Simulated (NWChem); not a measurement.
# SiH3F (SMILES F[SiH3]) at 6 levels

Aim: a comparison of 6 runs (BLYP/def2-TZVPP, PBE/def2-TZVPP, SVWN5/def2-TZVPP, TPSS/def2-TZVPP, r2SCAN/def2-TZVPP, CCSD(T)/def2-TZVPP) of SiH3F. 

The calculation is run with NWChem 7.3.0.

## 1. The structure to begin with

SiH3F: 5 atoms, total charge 0, spin state singlet. As SMILES, `F[SiH3]`. The shape is that of a PBE0-D4/def2-TZVP optimisation.

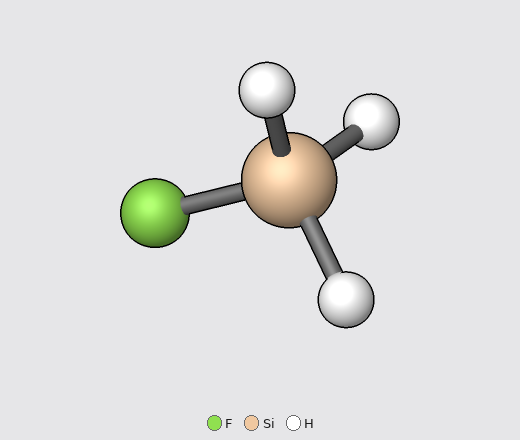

The structure, seen from a chosen angle (fluorine green, silicon light orange, hydrogen white).

## 2. Energy and forces at BLYP/def2-TZVPP (run 1)

File input.nw:

```
start input
title "FH3Si BLYP"
memory total 2200 mb
geometry units angstroms noautosym nocenter noautoz
F    -1.274600    0.162800    0.858000
Si    0.043300   -0.019300   -0.030700
H    -0.367800   -0.192600   -1.443700
H     0.768600   -1.217900    0.451600
H     0.880500    1.193400    0.123400
end
basis spherical bse
* library def2-TZVPP
end
dft
xc becke88 lyp
grid fine
convergence energy 1e-08
maxiter 100
mulliken
print low
end
task dft gradient
```

Launch:

```console
$ nwchem input.nw > input.out
```

The program printed:

```text
[...]
 d= 0,ls=0.0,diis     1   -391.1684235008 -4.54D+02  7.23D-03  8.85D-01     1.8
[...]
 d= 0,ls=0.0,diis    10   -391.2276595111 -4.43D-10  7.70D-08  3.26D-10    13.5
         Total DFT energy =     -391.227659511059
      One electron energy =     -667.845627481059
           Coulomb energy =      246.099491312348
    Exchange-Corr. energy =      -32.524335132957
 Nuclear repulsion energy =       63.042811790608
[...]
      Total Density - Mulliken Population Analysis
     ---------------------------------------------
    Atom       Charge   Shell Charges
 -----------   ------   -------------------------------------------------------
    1 F    9     9.30   0.77  1.20  0.62  0.96  0.35  2.31  2.08  1.01  0.00  0.01  0.00
    2 Si  14    13.48   2.01  0.57  1.39  0.93  0.35  4.13  1.67  0.64  1.12  0.25  0.01  0.19  0.18  0.06
    3 H    1     1.07   0.26  0.53  0.27  0.00  0.01  0.00
    4 H    1     1.07   0.26  0.53  0.27  0.00  0.01  0.00
    5 H    1     1.07   0.26  0.53  0.27  0.00  0.01  0.00
[...]
                         DFT ENERGY GRADIENTS
    atom               coordinates                        gradient
                 x          y          z           x          y          z
   1 F      -2.408645   0.307647   1.621385    0.012205  -0.001688  -0.008232
   2 Si      0.081825  -0.036472  -0.058015   -0.010399   0.001449   0.007054
   3 H      -0.695041  -0.363961  -2.728197    0.000006   0.000170   0.001264
   4 H       1.452443  -2.301497   0.853400   -0.000863   0.000967  -0.000171
   5 H       1.663904   2.255199   0.233192   -0.000949  -0.000898   0.000084
 Task  times  cpu:       18.3s     wall:       18.3s
 Total times  cpu:       18.3s     wall:       18.3s
```

It took 19 s on 1 thread of Intel Xeon 6975P-C (Granite Rapids), shared host; peak memory 0.13 GiB.

## 3. Energy and forces at PBE/def2-TZVPP (run 2)

File fh3si.nw:

```
start fh3si
memory stack 880 mb heap 220 mb global 1100 mb

geometry noautosym nocenter noautoz
  F       -1.274600       0.162800       0.858000
  Si       0.043300      -0.019300      -0.030700
  H       -0.367800      -0.192600      -1.443700
  H        0.768600      -1.217900       0.451600
  H        0.880500       1.193400       0.123400
end

basis spherical bse
  F library def2-TZVPP
  Si library def2-TZVPP
  H library def2-TZVPP
end

dft
  xc xpbe96 cpbe96
  mult 1
  grid fine
  convergence energy 1e-08
  iterations 100
  mulliken
  print medium
end

task dft gradient
```

Launch:

```console
$ nwchem fh3si.nw > fh3si.out
```

The program printed:

```text
[...]
          Wavefunction type:  closed shell.
          No. of atoms     :     5
          No. of electrons :    26
[...]
          Charge           :     0
          Spin multiplicity:     1
[...]
          AO basis - number of functions:   115
[...]
              XC Information
              --------------
          PerdewBurkeErnzerhof Exchange Functional  1.000
            Perdew 1991 LDA Correlation Functional  1.000 local
           PerdewBurkeErnz. Correlation Functional  1.000 non-local
[...]
 d= 0,ls=0.0,diis     1   -390.9290221976 -4.54D+02  7.25D-03  8.24D-01     1.8
[...]
 d= 0,ls=0.0,diis    10   -390.9858592725 -2.23D-10  5.74D-08  1.75D-10    14.6
         Total DFT energy =     -390.985859272458
      One electron energy =     -667.882211422349
           Coulomb energy =      246.121806802067
    Exchange-Corr. energy =      -32.268266442785
 Nuclear repulsion energy =       63.042811790608
[...]
      Total Density - Mulliken Population Analysis
     ---------------------------------------------
    Atom       Charge   Shell Charges
 -----------   ------   -------------------------------------------------------
    1 F    9     9.29   0.77  1.20  0.61  0.97  0.34  2.29  2.11  0.98  0.00  0.01  0.00
    2 Si  14    13.52   2.01  0.57  1.39  0.92  0.34  4.13  1.67  0.63  1.18  0.25  0.01  0.19  0.18  0.06
    3 H    1     1.06   0.25  0.54  0.26  0.00  0.01  0.00
    4 H    1     1.06   0.25  0.54  0.26  0.00  0.01  0.00
    5 H    1     1.06   0.25  0.54  0.26  0.00  0.01  0.00
[...]
  wavefunction    = closed shell
                         DFT ENERGY GRADIENTS
    atom               coordinates                        gradient
                 x          y          z           x          y          z
   1 F      -2.408645   0.307647   1.621385    0.009976  -0.001380  -0.006729
   2 Si      0.081825  -0.036472  -0.058015   -0.006564   0.000919   0.004468
   3 H      -0.695041  -0.363961  -2.728197    0.000617   0.000417   0.003291
   4 H       1.452443  -2.301497   0.853400   -0.001891   0.002694  -0.000879
   5 H       1.663904   2.255199   0.233192   -0.002139  -0.002650  -0.000150
[...]
```

Run time: 20 s. Hardware: 1 thread of Intel Xeon 6975P-C (Granite Rapids), shared host; peak memory 0.13 GiB.

## 4. Energy and gradient at SVWN5/def2-TZVPP (run 3)

File sp.nw:

```
echo
START sp
TITLE "FH3Si"
memory stack 880 mb heap 220 mb global 1100 mb

GEOMETRY units angstroms noautosym nocenter noautoz
 F     -1.274600     0.162800     0.858000
 Si     0.043300    -0.019300    -0.030700
 H     -0.367800    -0.192600    -1.443700
 H      0.768600    -1.217900     0.451600
 H      0.880500     1.193400     0.123400
END

BASIS "ao basis" spherical bse
 * library def2-TZVPP
END

DFT
 xc slater vwn_5
 grid fine
 convergence energy 1e-08
 iterations 100
 mulliken
END

TASK dft gradient
```

Launch:

```console
$ nwchem sp.nw > sp.out
```

The program printed:

```text
[...]
          Wavefunction type:  closed shell.
          No. of atoms     :     5
          No. of electrons :    26
[...]
          Charge           :     0
          Spin multiplicity:     1
[...]
          AO basis - number of functions:   115
[...]
              XC Information
              --------------
                        Slater Exchange Functional  1.000 local
                      VWN V Correlation Functional  1.000 local
[...]
 d= 0,ls=0.0,diis     1   -389.3487579052 -4.52D+02  7.71D-03  1.55D+00     1.8
[...]
 d= 0,ls=0.0,diis    10   -389.4164949666 -6.98D-10  1.42D-07  9.32D-10    12.4
         Total DFT energy =     -389.416494966572
      One electron energy =     -667.761094420071
           Coulomb energy =      245.936701201927
    Exchange-Corr. energy =      -30.634913539037
 Nuclear repulsion energy =       63.042811790608
[...]
      Total Density - Mulliken Population Analysis
     ---------------------------------------------
    Atom       Charge   Shell Charges
 -----------   ------   -------------------------------------------------------
    1 F    9     9.27   0.76  1.20  0.61  0.96  0.36  2.30  2.07  0.99  0.00  0.01  0.00
    2 Si  14    13.71   2.01  0.56  1.39  0.95  0.38  4.12  1.67  0.66  1.24  0.28  0.01  0.19  0.19  0.06
    3 H    1     1.01   0.24  0.51  0.26  0.00  0.01  0.00
    4 H    1     1.01   0.24  0.51  0.26  0.00  0.01  0.00
    5 H    1     1.01   0.24  0.51  0.26  0.00  0.01  0.00
[...]
  wavefunction    = closed shell
                         DFT ENERGY GRADIENTS
    atom               coordinates                        gradient
                 x          y          z           x          y          z
   1 F      -2.408645   0.307647   1.621385   -0.000052   0.000006   0.000033
   2 Si      0.081825  -0.036472  -0.058015    0.002442  -0.000326  -0.001605
   3 H      -0.695041  -0.363961  -2.728197    0.000981   0.000374   0.003093
   4 H       1.452443  -2.301497   0.853400   -0.001560   0.002679  -0.001130
   5 H       1.663904   2.255199   0.233192   -0.001811  -0.002733  -0.000392
[...]
```

Run time: 18 s. Hardware: 1 thread of Intel Xeon 6975P-C (Granite Rapids), shared host; peak memory 0.13 GiB.

Runs 4 to 5 aren't shown in full; the table further down has their settings and results.

## 5. The energy at CCSD(T)/def2-TZVPP (run 6)

File m1.nw:

```
start m1
title "FH3Si energy"
memory total 2200 mb
charge 0

geometry units atomic noautosym nocenter noautoz
   F  -2.40864492  0.30764741  1.62138501
   Si  0.08182514 -0.03647171 -0.05801459
   H  -0.69504127 -0.36396125 -2.72819761
   H   1.45244350 -2.30149745  0.85340032
   H   1.66390385  2.25519916  0.23319220
end

basis spherical bse
   * library def2-TZVPP
end

scf
   thresh 1e-08
   maxiter 80
   noprint "final vectors analysis"
end

ccsd
   freeze core 6
   maxiter 60
end

task ccsd(t)
```

Launch:

```console
$ nwchem m1.nw > m1.out
```

The program printed:

```text
[...]
  functions       =   115
[...]
  wavefunction    = RHF
[...]
         Total SCF energy =   -390.232112317195
      One-electron energy =   -667.782195161825
      Two-electron energy =    214.507275550503
 Nuclear repulsion energy =     63.042807294127
        Time for solution =     14.8s
[...]
 Total MP2 energy:           -390.614676012899452
[...]
             energy      energy      error      ampl     ampl      Block
                                                time     time      time
[...]
 Total CCSD energy:           -390.636636171350915
[...]
 Total CCSD+T(CCSD) energy:           -390.647584526049570
[...]
 Total CCSD(T) energy:                -390.646953968940295
[...]
```

It took 2.6 min on 1 thread of Intel Xeon 6975P-C (Granite Rapids), shared host; peak memory 0.29 GiB.

## 6. All runs side by side

```
run               level      task  integration grid  energy (Eh)  largest force (eV/Å)  wall time
  1     BLYP/def2-TZVPP  gradient              fine  -391.227660                 0.762       19 s
  2      PBE/def2-TZVPP  gradient              fine  -390.985859                 0.623       20 s
  3    SVWN5/def2-TZVPP  gradient              fine  -389.416495                 0.170       18 s
  4     TPSS/def2-TZVPP  gradient              fine  -391.277772                 0.439       20 s
  5   r2SCAN/def2-TZVPP  gradient              fine  -391.171496                 0.035       19 s
  6  CCSD(T)/def2-TZVPP    energy                 –  -390.646954                     –    2.6 min
```

## 7. Results

| quantity | value |
| --- | --- |
| run 6: total energy | -390.64695 Eh |
| run 6: correlation energy (6 core orbitals frozen) | -414.8 mEh |
| run 6: (T) correction | -10.32 mEh |

What this shows: Over runs 2, 3, 4, 5 the dipole moment (its size) runs from 1.17 D (TPSS/def2-TZVPP) to 1.25 D (SVWN5/def2-TZVPP). Over runs 2, 3, 4, 5 the HOMO–LUMO gap runs from 7.06 eV (SVWN5/def2-TZVPP) to 8.15 eV (r2SCAN/def2-TZVPP). Totals of different functionals can't be ranked against each other. All runs together took 4.2 min, the longest 2.6 min.
